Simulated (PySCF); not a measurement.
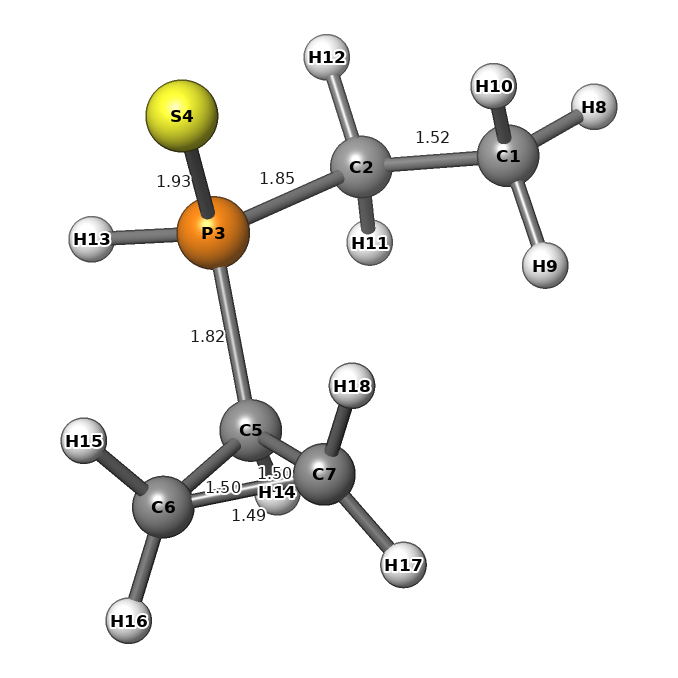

Bond lengths are marked in Å; every bond is drawn as one stick. The computed structure is the end point of a GFN2-xTB optimisation. No frequency run is at hand to confirm it as a minimum.

### Which of the marked bonds are single, double, triple or aromatic?

C1–C2 single; C2–P3 single; P3–S4 double; P3–C5 single; C5–C6 single; C5–C7 single; C6–C7 single.

### Give the structure as SMILES.

CC[P@H](=S)C1CC1
